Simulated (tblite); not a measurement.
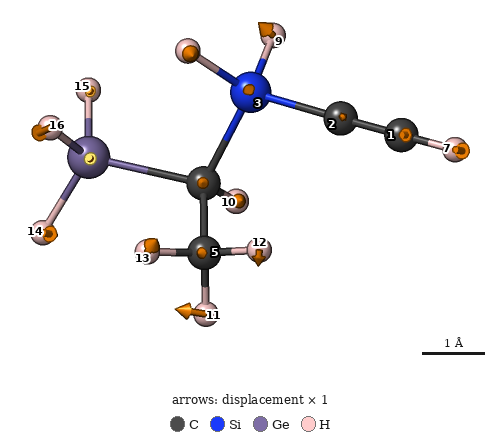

This is a relaxation of C$_{4}$H$_{10}$GeSi. The starting structure is drawn; orange arrows show the displacements, at their true length. The two geometries are superimposed by the best rigid fit.

Style: ball-and-stick. Shown at a tilt.

Computed with GFN2-xTB geometry optimisation, gas phase (tblite). 

> Atoms of which element are displaced furthest, and by how much?

Hydrogen: up to 0.64 Å, against 0.31 Å for carbon.

> What did the optimiser do to the structure, and how much energy did it gain?

The atom that moves furthest after the best rigid fit is an H atom (0.64 Å). By element the largest moves are H 0.64 Å, C 0.31 Å, Ge 0.26 Å, Si 0.23 Å. Near-neighbour distances that change, for instance: Ge–H 1.565 → 1.498 Å, C–Si 1.787 → 1.852 Å, C–Si 1.856 → 1.909 Å, Ge–H 1.538 → 1.502 Å. Bond angles that change, for instance: C–Ge–H 106.2° → 112.7°, H–Ge–H 112.9° → 106.9°, C–Si–C 112.0° → 106.3°. Groups turn about C–C by about 30°. The energy falls by 0.434 eV in 107 geometry steps.
